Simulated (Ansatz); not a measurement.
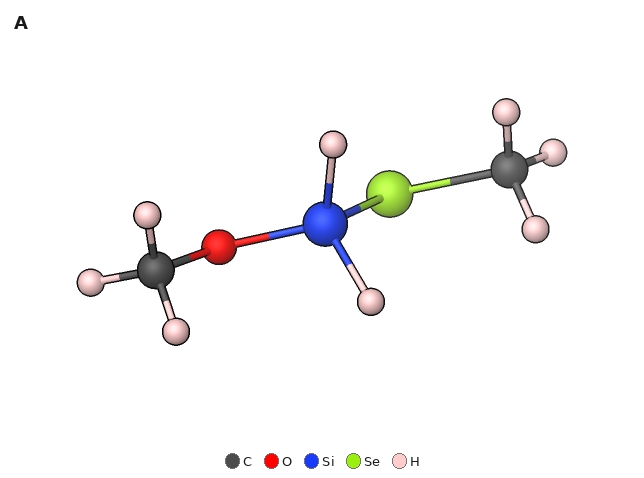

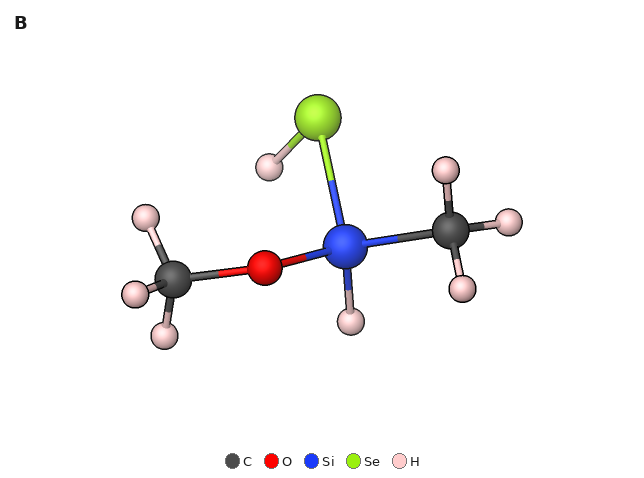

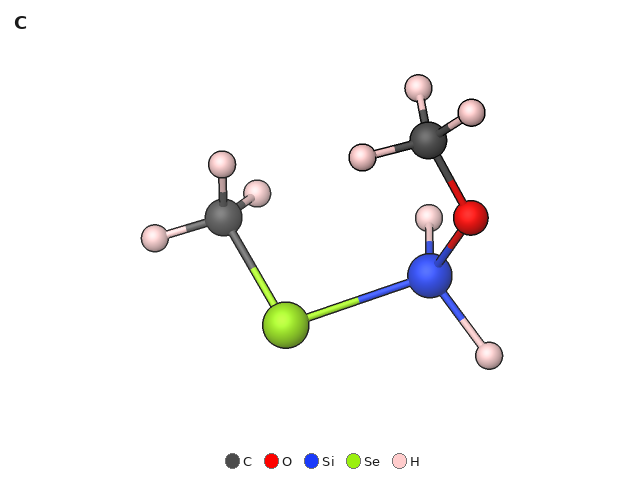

3 stationary structures of one formula. Geometries: PBE0-D4/def2-TZVP. Electronic energies: CCSD(T)/CBS (MP2 limit from def2-TZVPP and def2-QZVPP plus CCSD(T) − MP2) (Ansatz 0.2.0), without zero-point energy. No frequency run is at hand to confirm each as a minimum. Each is one conformer, not always the lowest.

**Which structure is the most stable?**

B is lowest; C lies 0.623 eV above it, A lies 0.743 eV above it. A is `CO[SiH2][Se]C`, B is `CO[Si@H](C)[SeH]`, C is `CO[SiH2][Se]C`.
